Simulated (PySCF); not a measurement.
# CH5ClOSi: the cost of one run

The runs use PySCF 2.14.0, with density-fitted response routines of our own; the level of theory stands in each step. All values are computed, except where a source is named. Atoms count from 0, in the outputs and in this text.

### Step 1. The molecule as given

9 atoms, charge 0, multiplicity 1; geometry from: PBE0-D3(BJ)/def2-SVP.

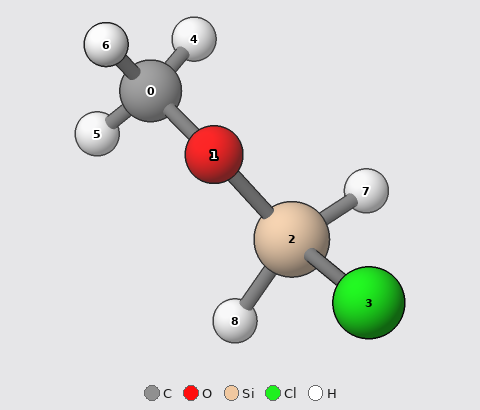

The starting geometry (carbon grey, oxygen red, silicon light orange, chlorine green, hydrogen white), atoms numbered.

### Step 2. Ultraviolet spectrum: wB97X-D/def2-SVPD

The job: settings as JSON, then the geometry in Å.

```
{"job": {"kind": "uv", "xc": "wB97X-D", "basis": "def2-SVPD", "ip": true}, "charge": 0, "multiplicity": 1}
C     -0.023549     2.515078    -1.122275
O      1.289343     2.889105    -1.440053
Si     2.649250     2.159852    -0.854116
Cl     4.245643     3.082384    -1.754275
H     -0.251586     1.486359    -1.456025
H     -0.223108     2.577961    -0.036831
H     -0.715582     3.199696    -1.634144
H      2.676588     0.712662    -1.209050
H      2.767968     2.343611     0.619681
```

Level: TDDFT wB97X-D/def2-SVPD, vertical, gas phase, core orbitals frozen in the response.

On the command line:

```
$ OMP_NUM_THREADS=1 python probes_run.py task.json out
```

One launch serves the whole session: the jobs run in the order shown.

Q: Estimate the wall time and peak memory of this first job on 1 thread of Arm Neoverse V2, shared host.

About 62 s, with a peak of 0.62 GiB.
